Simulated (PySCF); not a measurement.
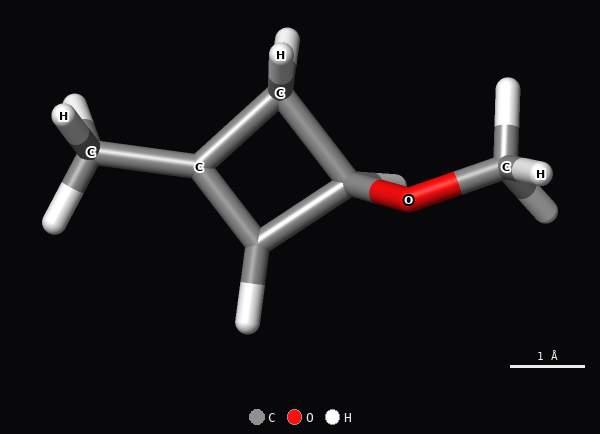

*The structure (stick view, seen at a tilt).*

**NMR shielding calculation of C₆H₁₀O**

The run: NMR shielding calculation of C₆H₁₀O, SMILES CO[C@H]1C=C(C)C1. Method and program: GIAO PBE0/pcSseg-1 NMR shielding, non-relativistic, gas phase (PySCF 2.14.0).

The geometry comes from this level: GFN2-xTB, NEB image 6 of 0 to 8. It belongs to a series of runs on one base structure; here: NEB image 6 of 0 to 8. Figures and captions count atoms from 1; the log counts them from 0 in places.

Input file
```
{"job": {"kind": "nmr", "xc": "PBE0", "basis": "pcSseg-1", "pop": false}, "charge": 0, "multiplicity": 1}
C     -2.907400     0.323100     0.110900
O     -1.652500     0.440300    -0.509100
C     -0.665100    -0.388400     0.050000
C      0.545200    -0.625700    -0.816500
C      1.397300    -0.103700     0.063200
C      2.865600     0.066400     0.127300
C      0.328600     0.278900     1.058600
H     -3.354200    -0.658200    -0.098700
H     -2.837200     0.456100     1.196400
H     -3.541900     1.104300    -0.304900
H     -1.115000    -1.314600     0.434800
H      0.640400    -1.080000    -1.784200
H      3.115300     1.124800     0.194500
H      3.262000    -0.428500     1.013200
H      3.334500    -0.353500    -0.759200
H      0.398700    -0.181300     2.044300
H      0.178800     1.352100     1.162600
```

The first line tells a small driver script what to run in PySCF; the rest is the geometry in Å.

Run as:
```bash
OMP_NUM_THREADS=1 python <driver script> task.json out
```

Log
```
coarse grid: 13808 points
cycle   1  E = -309.2800605588  dE =  9.712e-01  |g| = 5.925e-01  |ddm| = 3.649e+00
cycle   2  E = -309.2309766491  dE =  4.908e-02  |g| = 7.994e-01  |ddm| = 1.290e+00
cycle   3  E = -309.3527039485  dE = -1.217e-01  |g| = 9.856e-02  |ddm| = 8.076e-01
cycle   4  E = -309.3543915690  dE = -1.688e-03  |g| = 3.463e-02  |ddm| = 9.761e-02
cycle   5  E = -309.3546557395  dE = -2.642e-04  |g| = 1.018e-02  |ddm| = 3.841e-02
cycle   6  E = -309.3546769121  dE = -2.117e-05  |g| = 4.271e-03  |ddm| = 1.159e-02
cycle   7  E = -309.3546811867  dE = -4.275e-06  |g| = 6.585e-04  |ddm| = 4.126e-03
final grid: 132176 points
cycle   8  E = -309.4092233236  dE = -3.079e-05  |g| = 1.153e-02  |ddm| = 3.201e-02
cycle   9  E = -309.4092012396  dE =  2.208e-05  |g| = 1.607e-02  |ddm| = 1.990e-02
cycle  10  E = -309.4092504040  dE = -4.916e-05  |g| = 1.641e-03  |ddm| = 1.174e-02
cycle  11  E = -309.4092509924  dE = -5.884e-07  |g| = 1.692e-04  |ddm| = 1.654e-03
cycle  12  E = -309.4092509938  dE = -1.431e-09  |g| = 1.508e-04  |ddm| = 2.933e-04
cycle  13  E = -309.4092509993  dE = -5.545e-09  |g| = 2.120e-05  |ddm| = 1.448e-04
cycle  14  E = -309.4092509994  dE = -9.618e-11  |g| = 7.150e-06  |ddm| = 2.547e-05
```

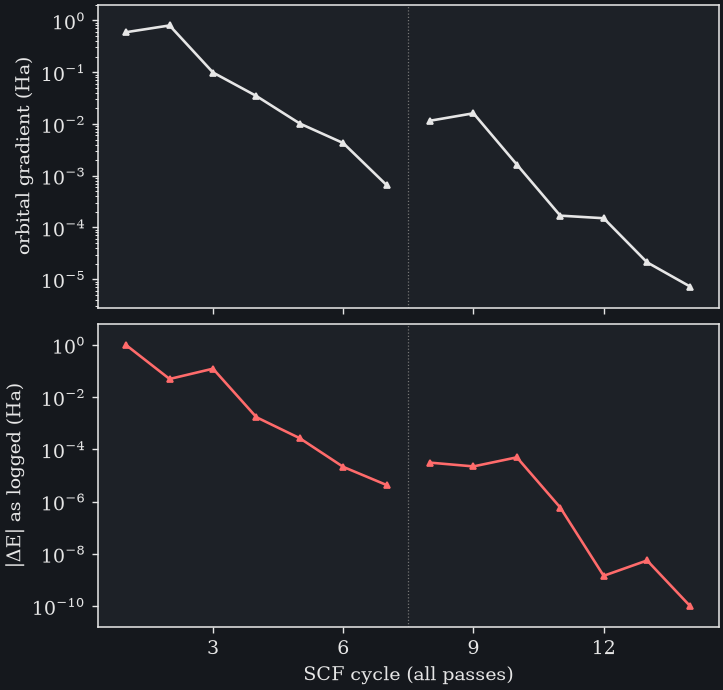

*Convergence of the self-consistent field: orbital gradient and size of the energy change against the SCF cycle. The dotted line marks the change from a coarse to the final integration grid.*

The first 7 cycles use a coarse grid, the final grid takes over at cycle 8, and the field converges after 14 cycles in all.

```
converged SCF energy = -309.4092509994

GIAO shielding tensors (ppm)
atom      isotropic    diamagn.    paramagn.     s11        s22        s33       span
  0 C      128.093     242.856    -114.763     94.924    106.619    182.737     87.812
  1 O      297.525     396.744     -99.219    261.827    282.028    348.722     86.895
  2 C      109.135     247.950    -138.815     81.088     88.463    157.853     76.765
  3 C       47.557     250.698    -203.141    -49.236     57.754    134.152    183.388
  4 C       30.674     264.448    -233.774    -91.258     30.889    152.390    243.648
  5 C      167.330     245.657     -78.327    151.905    162.719    187.365     35.460
  6 C      142.841     250.844    -108.003    127.543    144.383    156.597     29.055
  7 H       28.321      28.301       0.020     24.317     26.266     34.380     10.063
  8 H       28.429      29.127      -0.698     24.492     26.563     34.232      9.740
  9 H       28.060      27.916       0.143     24.291     25.617     34.271      9.980
 10 H       27.838      32.485      -4.648     24.494     27.763     31.256      6.761
 11 H       25.664      34.270      -8.606     24.441     25.426     27.126      2.685
 12 H       29.817      28.034       1.783     25.812     28.156     35.483      9.672
 13 H       30.024      27.663       2.362     26.091     28.196     35.786      9.695
 14 H       29.645      28.070       1.575     25.900     28.176     34.857      8.958
 15 H       29.040      31.701      -2.662     25.986     27.936     33.196      7.210
 16 H       29.435      31.828      -2.392     26.795     28.638     32.873      6.078
```

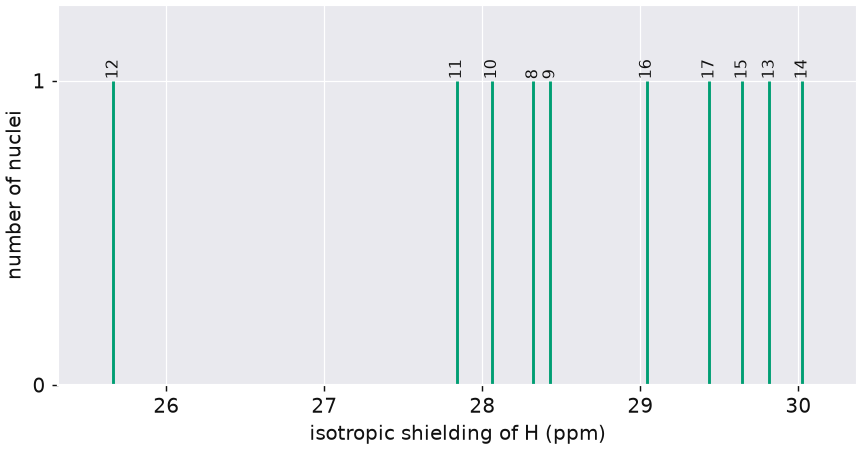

*Isotropic shieldings of the hydrogen nuclei in this fixed geometry, labelled by atom number; shielding grows to the right, so chemical shift grows to the left.*

The least shielded is H12 (25.7 ppm), the most shielded H14 (30.0 ppm).

Results in brief

| quantity | value |
| --- | --- |
| outcome | converged |
| total energy | −309.409251 hartree |
| HOMO | −6.86 eV |
| LUMO | 0.56 eV |
| dipole moment | 1.33 D |
| isotropic shielding, C | 30.7 to 167.3 ppm |
| isotropic shielding, O | 297.5 ppm |
| isotropic shielding, H | 25.7 to 30.0 ppm |
| hardware | 1 CPU thread, shared host |
| wall time | 17 s |
| peak memory | 0.78 GiB |
